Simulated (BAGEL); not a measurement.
# C2H4ClF (1-chloro-2-fluoroethane) at HF/6-311+G(d,p) (density fitting with cc-pvqz-jkfit)

Aim: the vertical electron affinity of C2H4ClF (1-chloro-2-fluoroethane) at HF/6-311+G** (density fitting with cc-pvqz-jkfit), from 2 runs. 

Program for the calculation: BAGEL 1.2.2.

6 further runs of the same task are left out: 6 set aside as unsound or not needed.

### 1 The system as given

C2H4ClF: 8 atoms, total charge 0, spin state singlet. SMILES: `FCCCl`. The shape is that of a PBE0-D4/def2-TZVP optimisation. This is one conformer, not always the lowest.

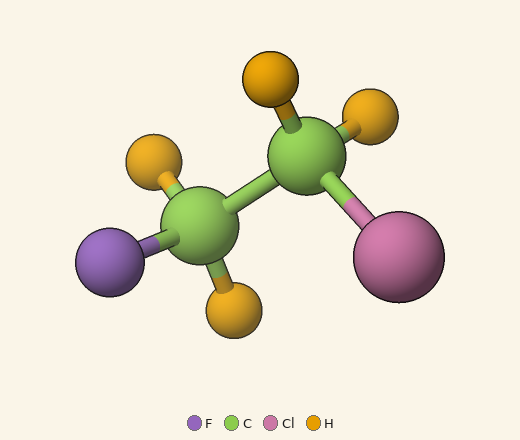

The structure, seen from a chosen angle (fluorine purple, carbon green, chlorine pink, hydrogen amber).

### 2 The energy at HF/6-311+G(d,p) (density fitting with cc-pvqz-jkfit)

The input, job.json:

```json
{ "bagel" : [

{
  "title" : "molecule",
  "basis" : "6-311+gss.json",
  "df_basis" : "cc-pvqz-jkfit",
  "angstrom" : "true",
  "geometry" : [
    { "atom" : "F", "xyz" : [      -1.336980,       0.498150,       1.030500 ] },
    { "atom" : "C", "xyz" : [      -0.143560,       0.671020,       0.368890 ] },
    { "atom" : "C", "xyz" : [       0.300450,      -0.609920,      -0.275720 ] },
    { "atom" : "Cl", "xyz" : [      -0.759330,      -1.087620,      -1.620890 ] },
    { "atom" : "H", "xyz" : [      -0.273910,       1.462220,      -0.374180 ] },
    { "atom" : "H", "xyz" : [       0.609620,       0.981160,       1.102570 ] },
    { "atom" : "H", "xyz" : [       0.296790,      -1.425630,       0.446820 ] },
    { "atom" : "H", "xyz" : [       1.306920,      -0.489380,      -0.677980 ] }
  ]
},

{ "title" : "hf" },

{ "title" : "print", "file" : "orbitals.molden", "orbitals" : "true" }

]}
```

The basis set 6-311+G** is read from a file made from the Basis Set Exchange's data (not shown).

Launch:

```bash
$ BAGEL_NUM_THREADS=1 BAGEL job.json > job.out
```

The program printed:

```text
* using 1 threads per process

  ===============================================================
  ===============================================================

  *** Geometry ***

  { "atom" : "F", "xyz" : [     -2.526526,      0.941367,      1.947363 ] },
  { "atom" : "C", "xyz" : [     -0.271289,      1.268044,      0.697101 ] },
  { "atom" : "C", "xyz" : [      0.567768,     -1.152582,     -0.521035 ] },
  { "atom" : "Cl", "xyz" : [     -1.434926,     -2.055304,     -3.063038 ] },
  { "atom" : "H", "xyz" : [     -0.517615,      2.763195,     -0.707098 ] },
  { "atom" : "H", "xyz" : [      1.152015,      1.854124,      2.083555 ] },
  { "atom" : "H", "xyz" : [      0.560852,     -2.694050,      0.844367 ] },
  { "atom" : "H", "xyz" : [      2.469721,     -0.924794,     -1.281197 ] },

  Number of auxiliary basis functions:      670

  Since a DF basis is specified, we compute 2- and 3-index integrals:
    o Being stored without compression. Storage requirement is 0.077 GB

  Number of basis functions:      120
  Number of electrons      :       42

    * METHOD: MOLECULE                             0.55

  *** RHF ***

  === Nuclear Repulsion ===
   161.6720073805

      * DIIS with orbital gradients will be used.

  === RHF iteration (6-311+gss.json) ===
      0       -636.82248479          0.02088211           0.16
      1       -636.99105766          0.01262121           0.15
      2       -637.05447898          0.00187136           0.16
      3       -637.05673274          0.00066896           0.15
      4       -637.05696229          0.00012232           0.15
      5       -637.05697639          0.00004745           0.15
      6       -637.05697820          0.00001728           0.15
      7       -637.05697848          0.00000392           0.15
      8       -637.05697849          0.00000193           0.15
      9       -637.05697850          0.00000059           0.15
     10       -637.05697850          0.00000021           0.15
     11       -637.05697850          0.00000007           0.15
     12       -637.05697850          0.00000003           0.15
     13       -637.05697850          0.00000001           0.15
     14       -637.05697850          0.00000000           0.15
    * SCF iteration converged.

    * Permanent dipole moment:
           (   -1.200743,    -0.309533,    -0.233625) a.u.

    * METHOD: HF                                   2.60

    * METHOD: PRINT                                0.03

  ===============================================================
```

It took 3.6 s on 1 thread of Arm Neoverse V1, shared host; peak memory 0.2 GiB.

### 3 The doublet anion at the same level

The input, hf.json:

```json
{ "bagel": [

{
  "title": "molecule",
  "basis": "6-311+gss.json",
  "df_basis": "cc-pvqz-jkfit",
  "angstrom": true,
  "geometry": [
    { "atom": "F", "xyz": [      -1.336980,       0.498150,       1.030500 ] },
    { "atom": "C", "xyz": [      -0.143560,       0.671020,       0.368890 ] },
    { "atom": "C", "xyz": [       0.300450,      -0.609920,      -0.275720 ] },
    { "atom": "Cl", "xyz": [      -0.759330,      -1.087620,      -1.620890 ] },
    { "atom": "H", "xyz": [      -0.273910,       1.462220,      -0.374180 ] },
    { "atom": "H", "xyz": [       0.609620,       0.981160,       1.102570 ] },
    { "atom": "H", "xyz": [       0.296790,      -1.425630,       0.446820 ] },
    { "atom": "H", "xyz": [       1.306920,      -0.489380,      -0.677980 ] }
  ]
},

{ "title": "uhf", "charge": -1, "nopen": 1 },

{ "title": "print", "file": "orbitals.molden", "orbitals": true }

]}
```

The basis set 6-311+G** is read from a file made from the Basis Set Exchange's data (not shown).

Launch:

```bash
$ BAGEL_NUM_THREADS=1 BAGEL hf.json > hf.out
```

The program printed:

```text
* using 1 threads per process

  ===============================================================
  ===============================================================

  *** Geometry ***

  { "atom" : "F", "xyz" : [     -2.526526,      0.941367,      1.947363 ] },
  { "atom" : "C", "xyz" : [     -0.271289,      1.268044,      0.697101 ] },
  { "atom" : "C", "xyz" : [      0.567768,     -1.152582,     -0.521035 ] },
  { "atom" : "Cl", "xyz" : [     -1.434926,     -2.055304,     -3.063038 ] },
  { "atom" : "H", "xyz" : [     -0.517615,      2.763195,     -0.707098 ] },
  { "atom" : "H", "xyz" : [      1.152015,      1.854124,      2.083555 ] },
  { "atom" : "H", "xyz" : [      0.560852,     -2.694050,      0.844367 ] },
  { "atom" : "H", "xyz" : [      2.469721,     -0.924794,     -1.281197 ] },

  Number of auxiliary basis functions:      670

  Since a DF basis is specified, we compute 2- and 3-index integrals:
    o Being stored without compression. Storage requirement is 0.077 GB

  Number of basis functions:      120
  Number of electrons      :       42

    * METHOD: MOLECULE                             0.54

  *** Open-shell HF ***

  === Nuclear Repulsion ===
   161.6720073805

      * DIIS with orbital gradients will be used.

  === UHF iteration (6-311+gss.json) ===
      0       -636.53663956          0.05017495           0.31
      1       -636.79086926          0.03946319           0.32
      2       -636.91149575          0.02218472           0.32
      3       -636.97873423          0.00282625           0.31
      4       -636.98750599          0.00158118           0.31
      5       -636.99261309          0.00077595           0.30
      6       -636.99585681          0.00028191           0.31
      7       -636.99650189          0.00018001           0.32
      8       -636.99680635          0.00013898           0.32
      9       -636.99695393          0.00009156           0.32
     10       -636.99701563          0.00006168           0.31
     11       -636.99702294          0.00004077           0.32
     12       -636.99703141          0.00003195           0.32
     13       -636.99703733          0.00002570           0.32
     14       -636.99704311          0.00001291           0.32
     15       -636.99704431          0.00000719           0.32
     16       -636.99704454          0.00000404           0.32
     17       -636.99704464          0.00000251           0.32
     18       -636.99704468          0.00000171           0.32
     19       -636.99704470          0.00000112           0.32
     20       -636.99704470          0.00000076           0.32
     21       -636.99704470          0.00000060           0.32
     22       -636.99704471          0.00000047           0.32
     23       -636.99704471          0.00000030           0.32
     24       -636.99704471          0.00000019           0.32
     25       -636.99704471          0.00000013           0.31
     26       -636.99704471          0.00000007           0.31
     27       -636.99704471          0.00000005           0.31
     28       -636.99704471          0.00000003           0.31
     29       -636.99704471          0.00000003           0.31
     30       -636.99704471          0.00000002           0.31
     31       -636.99704471          0.00000001           0.31
     32       -636.99704471          0.00000001           0.31
     33       -636.99704471          0.00000001           0.31
    * SCF iteration converged.

    * S^2 (UHF) is 0.7504

    * Permanent dipole moment:
           (    2.759124,     0.377328,     1.297465) a.u.

    * METHOD: UHF                                 11.04

    * METHOD: PRINT                                0.03

  ===============================================================
```

Run time: 12 s. Hardware: 1 thread of Arm Neoverse V1, shared host; peak memory 0.2 GiB.

### 4 Summary of results

At HF/6-311+G** (density fitting with cc-pvqz-jkfit):

| quantity | value |
| --- | --- |
| singlet C2H4ClF: total energy | -637.05698 Eh |
| singlet C2H4ClF: dipole moment | 3.21 D |
| singlet C2H4ClF: HOMO energy | -12.05 eV |
| singlet C2H4ClF: LUMO energy | 1.75 eV |
| singlet C2H4ClF: HOMO–LUMO gap | 13.80 eV |
| doublet anion: total energy | -636.99704 Eh |
| doublet anion: ⟨S²⟩ | 0.750 |
| vertical electron affinity (to the doublet anion) | -1.631 eV |

What this shows: The anion lies 1.63 eV (38 kcal/mol) above the neutral: the electron isn't bound at this level, and such a value depends on the basis. Hartree–Fock misses the correlation that binds many anions.
